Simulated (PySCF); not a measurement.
**H3NO (SMILES NO) at 6 levels**

Wanted: a comparison of 6 runs (B2PLYP/def2-TZVPP, M06-2X/def2-TZVPP, M06-L/def2-TZVPP, PBE/def2-TZVPP, revPBE/def2-TZVPP, wB97M-V/def2-TZVPP) of H3NO. The job is set up through a Python script.

Program for the calculation: PySCF 2.14.0.

2 further runs of the same task are left out: 2 set aside as unsound or not needed.

### 1 The system as given

H3NO: 5 atoms, total charge 0, spin state singlet. As SMILES, `NO`. Geometry: relaxed at GFN2-xTB. This is one conformer, not always the lowest.

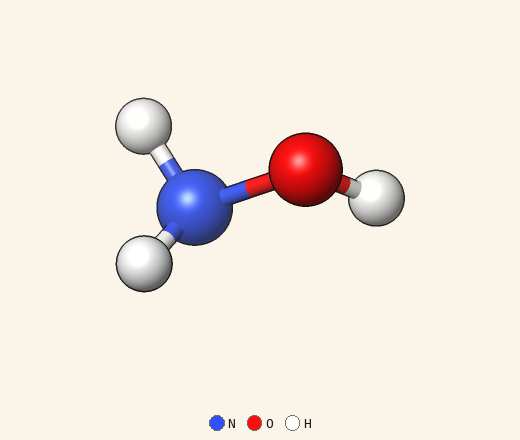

Viewed from a chosen angle; nitrogen blue, oxygen red, hydrogen white.

### 2 The energy at B2PLYP/def2-TZVPP (run 1)

run.py

```python
# hydroxylamine
from pyscf import gto, dft, mp

molecule = gto.M(
    atom='''
N       -0.178910      -0.366440      -0.312920
O        0.371730       0.674250       0.501760
H       -0.161770      -1.206140       0.265260
H       -1.156690      -0.114310      -0.454620
H        1.125640       1.012630       0.000530
''',
    verbose=3,
    basis='def2-tzvpp',
    max_memory=1860,
)

mf = dft.RKS(molecule, xc='0.53*HF + 0.47*B88, 0.73*LYP')
mf.conv_tol = 1e-10
mf.grids.level = 5
mf.kernel()
if not mf.converged:
    mf = mf.newton().run(mf.mo_coeff, mf.mo_occ)

pt = mp.MP2(mf, frozen=2).run()
etot = mf.e_tot + 0.27 * pt.e_corr
print('PT2 part  %.8f' % (0.27 * pt.e_corr))
print('E(%s) = %.9f' % ('B2PLYP', etot))
```

Launch:

```bash
$ OMP_NUM_THREADS=1 python run.py
```

Standard output:

```text
converged SCF energy = -131.532377792725
E(RMP2) = -132.090145915769  E_corr = -0.557768123043888
E(SCS-RMP2) = -132.084178819425  E_corr = -0.5518010266999
PT2 part  -0.15059739
E(B2PLYP) = -131.682975186
```

Run time: 10 s. Hardware: 1 thread of Arm Neoverse V2, shared host; peak memory 0.51 GiB.

### 3 A single-point energy at M06-2X/def2-TZVPP (run 2)

calc.py

```python
from pyscf import gto, dft

mol = gto.M(
    atom='''
N       -0.178910      -0.366440      -0.312920
O        0.371730       0.674250       0.501760
H       -0.161770      -1.206140       0.265260
H       -1.156690      -0.114310      -0.454620
H        1.125640       1.012630       0.000530
''',
    max_memory=1860,
    charge=0,
    basis='def2-tzvpp',
    verbose=3,
    spin=0,
)

calc0 = dft.RKS(mol, xc='m06-2x')
calc0.grids.level = 5
calc0.conv_tol = 1e-10
calc0.kernel()
if not calc0.converged:
    calc0 = calc0.newton().run(calc0.mo_coeff, calc0.mo_occ)

e_tot = calc0.e_tot
print(f'total energy: {e_tot:.8f} hartree')
```

Launch:

```bash
$ OMP_NUM_THREADS=1 python calc.py
```

Standard output:

```text
converged SCF energy = -131.718095513122
total energy: -131.71809551 hartree
```

It took 22 s on 1 thread of Arm Neoverse V2, shared host; peak memory 0.56 GiB.

Runs 3 to 4 aren't shown in full; the table further down has their settings and results.

### 4 A single-point energy at revPBE/def2-TZVPP (run 5)

calc.py

```python
from pyscf import gto, dft

system = gto.Mole()
system.atom = '''
N     -0.338091    -0.692471    -0.591333
O      0.702468     1.274148     0.948189
H     -0.305701    -2.279274     0.501269
H     -2.185827    -0.216015    -0.859107
H      2.127151     1.913593     0.001002
'''
system.max_memory = 1860
system.basis = 'def2-tzvpp'
system.verbose = 4
system.spin = 0
system.charge = 0
system.unit = 'bohr'
system.build()

calc0 = dft.RKS(system, xc='revpbe')
calc0.conv_tol = 1e-10
calc0.grids.level = 5
calc0.kernel()
if not calc0.converged:
    calc0 = calc0.newton().run(calc0.mo_coeff, calc0.mo_occ)

e_tot = calc0.e_tot
print('E = %.10f Eh' % e_tot)
```

Launch:

```bash
$ OMP_NUM_THREADS=1 python calc.py
```

Standard output:

```text
PySCF version 2.14.0

[INPUT] num. atoms = 5
[INPUT] num. electrons = 18
[INPUT] charge = 0
[INPUT] spin (= nelec alpha-beta = 2S) = 0
[INPUT] symmetry False subgroup None
[INPUT] Mole.unit = bohr
[INPUT] Symbol           X                Y                Z      unit          X                Y                Z       unit  Magmom
[INPUT]  1 N     -0.178910052417  -0.366439872423  -0.312919947665 AA   -0.338091000000  -0.692471000000  -0.591333000000 Bohr   0.0
[INPUT]  2 O      0.371730057001   0.674250084939   0.501760010445 AA    0.702468000000   1.274148000000   0.948189000000 Bohr   0.0
[INPUT]  3 H     -0.161770002555  -1.206139858242   0.265260131341 AA   -0.305701000000  -2.279274000000   0.501269000000 Bohr   0.0
[INPUT]  4 H     -1.156689835414  -0.114310215217  -0.454619846142 AA   -2.185827000000  -0.216015000000  -0.859107000000 Bohr   0.0
[INPUT]  5 H      1.125639833386   1.012629806576   0.000530235565 AA    2.127151000000   1.913593000000   0.001002000000 Bohr   0.0

nuclear repulsion = 39.3019474697896
number of shells = 40
number of NR pGTOs = 140
number of NR cGTOs = 104
basis = def2-tzvpp
ecp = {}

******** <class 'pyscf.dft.rks.RKS'> ********
method = RKS
initial guess = minao
damping factor = 0
level_shift factor = 0
DIIS = <class 'pyscf.scf.diis.CDIIS'>
diis_start_cycle = 1
diis_space = 8
diis_damp = 0
SCF conv_tol = 1e-10
SCF conv_tol_grad = None
SCF max_cycles = 50
direct_scf = True
direct_scf_tol = 1e-13
XC library pyscf.dft.libxc version 7.0.0
    S. Lehtola, C. Steigemann, M. J.T. Oliveira, and M. A.L. Marques.,  SoftwareX 7, 1–5 (2018)
XC functionals = revpbe
    Y. Zhang and W. Yang.,  Phys. Rev. Lett. 80, 890 (1998)
    J. P. Perdew, K. Burke, and M. Ernzerhof.,  Phys. Rev. Lett. 77, 3865 (1996)
    J. P. Perdew, K. Burke, and M. Ernzerhof.,  Phys. Rev. Lett. 78, 1396 (1997)
radial grids:
    Treutler-Ahlrichs [JCP 102, 346 (1995); DOI:10.1063/1.469408] (M4) radial grids

becke partition: Becke, JCP 88, 2547 (1988); DOI:10.1063/1.454033
pruning grids: <function nwchem_prune>
grids dens level: 5
symmetrized grids: False
atomic radii adjust function: <function treutler_atomic_radii_adjust>
small_rho_cutoff = 0
Set gradient conv threshold to 1e-05
Initial guess from minao.
tot grids = 155712
init E= -131.796193258514
  HOMO = -0.28914340690423  LUMO = -0.0221065256253012  gap/eV = 7.26644
cycle= 1 E= -131.670418203978  delta_E= 0.126  |g|= 0.615  |ddm|=  1.5
  HOMO = -0.0899019237700677  LUMO = 0.0234864305335987  gap/eV = 3.08545
cycle= 2 E= -131.479215706752  delta_E= 0.191  |g|= 1.18  |ddm|= 1.11
  HOMO = -0.196166176498252  LUMO = 0.0140092059956652  gap/eV = 5.71916
cycle= 3 E= -131.736844660727  delta_E= -0.258  |g|= 0.138  |ddm|= 0.769
  HOMO = -0.216526458519064  LUMO = 0.0117949371853769  gap/eV = 6.21294
cycle= 4 E= -131.739614167247  delta_E= -0.00277  |g|= 0.0696  |ddm|= 0.103
  HOMO = -0.207837828425828  LUMO = 0.0138446602042477  gap/eV = 6.03229
cycle= 5 E= -131.740542758367  delta_E= -0.000929  |g|= 0.0122  |ddm|= 0.0424
  HOMO = -0.208661113000581  LUMO = 0.0135941649061965  gap/eV = 6.04787
cycle= 6 E= -131.740571395196  delta_E= -2.86e-05  |g|= 0.000869  |ddm|= 0.00743
  HOMO = -0.208629743096002  LUMO = 0.0135666777332877  gap/eV = 6.04627
cycle= 7 E= -131.740571531946  delta_E= -1.37e-07  |g|= 0.000163  |ddm|= 0.000734
  HOMO = -0.208630938332002  LUMO = 0.0135721960614563  gap/eV = 6.04646
cycle= 8 E= -131.740571537208  delta_E= -5.26e-09  |g|= 2.55e-05  |ddm|= 0.000171
  HOMO = -0.208632088273382  LUMO = 0.0135714786258119  gap/eV = 6.04647
cycle= 9 E= -131.740571537339  delta_E= -1.31e-10  |g|= 7.3e-06  |ddm|= 3.15e-05
  HOMO = -0.208632404079823  LUMO = 0.0135714039098753  gap/eV = 6.04647
cycle= 10 E= -131.740571537351  delta_E= -1.2e-11  |g|= 5.18e-07  |ddm|= 8.2e-06
  HOMO = -0.208632302955523  LUMO = 0.0135714428411605  gap/eV = 6.04647
Extra cycle  E= -131.740571537351  delta_E= 3.69e-13  |g|= 5.4e-07  |ddm|= 9.94e-07
converged SCF energy = -131.740571537351
E = -131.7405715374 Eh
```

Wall time 9 s (1 thread of Arm Neoverse V2, shared host); peak memory 0.51 GiB.

### 5 The energy at wB97M-V/def2-TZVPP (run 6)

job.py

```python
from pyscf import gto, dft

mol = gto.M(
    atom='''
N       -0.178910      -0.366440      -0.312920
O        0.371730       0.674250       0.501760
H       -0.161770      -1.206140       0.265260
H       -1.156690      -0.114310      -0.454620
H        1.125640       1.012630       0.000530
''',
    basis='def2-tzvpp',
    max_memory=1860,
    verbose=3,
)

calc0 = dft.RKS(mol, xc='wb97m-v')
calc0.nlcgrids.level = 1
calc0.conv_tol = 1e-10
calc0.grids.level = 5
calc0.kernel()
if not calc0.converged:
    calc0 = calc0.newton().run(calc0.mo_coeff, calc0.mo_occ)

e_final = calc0.e_tot
print('E(%s) = %.9f' % ('WB97M-V', e_final))
```

Launch:

```bash
$ OMP_NUM_THREADS=1 python job.py
```

Standard output:

```text
converged SCF energy = -131.72825414415
E(WB97M-V) = -131.728254144
```

Wall time 38 s (1 thread of Arm Neoverse V2, shared host); peak memory 0.57 GiB.

### 6 The series

| run | level | frozen core orbitals | nlc grid | energy (Eh) | dipole moment (D) | HOMO energy (eV) | LUMO energy (eV) | wall time |
| --- | --- | --- | --- | --- | --- | --- | --- | --- |
| 1 | B2PLYP/def2-TZVPP | 2 | – | -131.682975 | 0.62 | -8.94 | 1.97 | 10 s |
| 2 | M06-2X/def2-TZVPP | – | – | -131.718096 | 0.59 | -9.00 | 1.70 | 22 s |
| 3 | M06-L/def2-TZVPP | – | – | -131.752073 | 0.53 | -5.99 | 1.15 | 21 s |
| 4 | PBE/def2-TZVPP | – | – | -131.633503 | 0.51 | -5.72 | 0.35 | 9 s |
| 5 | revPBE/def2-TZVPP | – | – | -131.740572 | 0.50 | -5.68 | 0.37 | 9 s |
| 6 | wB97M-V/def2-TZVPP | – | 1 | -131.728254 | 0.58 | -9.85 | 2.54 | 38 s |

### 7 What came out

| quantity | value |
| --- | --- |
| run 6: total energy | -131.72825 Eh |
| run 6: dipole moment | 0.58 D |
| run 6: HOMO energy | -9.85 eV |
| run 6: LUMO energy | 2.54 eV |
| run 6: HOMO–LUMO gap | 12.39 eV |

**Reading.** The dipole moment (its size) runs from 0.50 D (revPBE/def2-TZVPP) to 0.62 D (B2PLYP/def2-TZVPP). A double hybrid's value is that of its SCF part. The HOMO–LUMO gap runs from 6.05 eV (revPBE/def2-TZVPP) to 12.39 eV (wB97M-V/def2-TZVPP). Totals of different functionals can't be ranked against each other. All runs together took 1.8 min, the longest 38 s.
